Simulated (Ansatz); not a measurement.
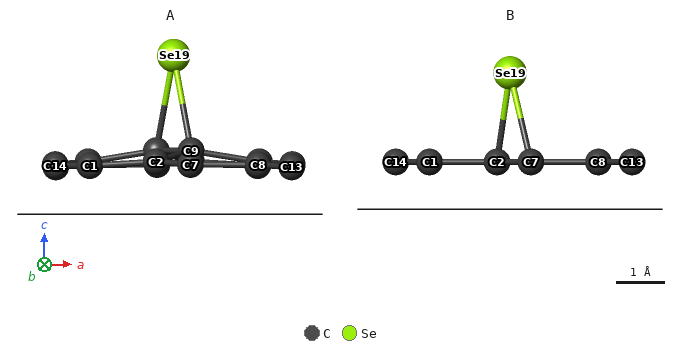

Two geometries of a slab of composition C₁₈Se, drawn at one scale. One is the start of a relaxation, the other its converged end. The picture is a ball-and-stick view of the cell of the calculation, outlined in the plane, without the vacuum (origin shifted), seen along the b axis.

Theory: DFT PBE, scalar-relativistic, plane waves, PAW in Ansatz. Settings: plane-wave cutoff 420 eV; k-point mesh 2 × 2 × 1; occupations fermi dirac; smearing width 0.02 eV; no spin polarisation; atoms relaxed in a fixed cell; force threshold 0.03 eV/Å; at most 60 steps.

### Which geometry has the lower energy?

Structure A is the relaxed one. It is Se on graphene monolayer, set down by a guess. The run prepares an end point of a later path (adatom hop) calculation, from a guessed geometry. Over 4 geometry steps the energy falls by 1.039 eV per cell of the calculation. Largest force component: 3.9 eV/Å at the start, 0.013 eV/Å at the end. The atom that moves furthest relative to the layer's centre is the Se atom (0.37 Å at 13° to the normal (+c side)). Largest moves by element: Se 0.37 Å, C 0.24 Å. The cell doesn't change. Some distances before and after: C–Se 2.615 → 2.939 Å, C–Se 2.008 → 2.134 Å, C–C 1.424 → 1.468 Å, C–C 1.424 → 1.397 Å. Bond angles that change, for instance: C–C–Se 97.8° → 108.4°, C–C–Se 102.3° → 108.4°, C–C–Se 102.6° → 108.4°. Cost: 26 s on 1 thread of Arm Neoverse V2 (shared host), peak memory 0.65 GiB.

Limits of the set-up: the periodic images lie only 7.4 Å apart, so the values are limited by the cell's size.
